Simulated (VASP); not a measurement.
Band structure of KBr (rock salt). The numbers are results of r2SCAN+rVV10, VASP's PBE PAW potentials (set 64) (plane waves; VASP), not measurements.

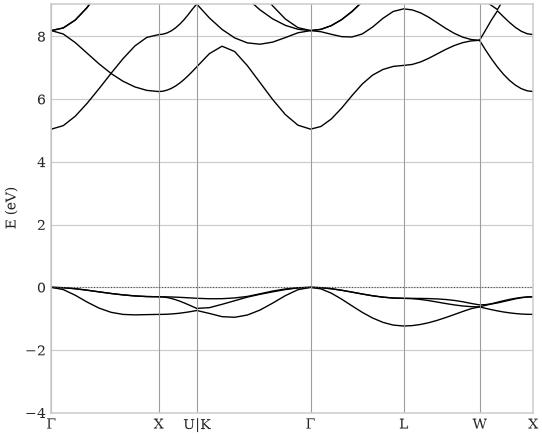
Bands along high-symmetry lines, zero at the valence-band maximum or, without a gap, the Fermi level

Read the plot: is there a gap, and where are the band edges?

The gap is direct, 5.05 eV, from the valence maximum at Γ to the conduction minimum at Γ.

Measured: gap 7.40 eV (computed value off by -2.35 eV), as given by Aguado et al., (1998), arXiv:cond-mat/9809176.

The compound is KBr in the rock salt structure. It was relaxed first.
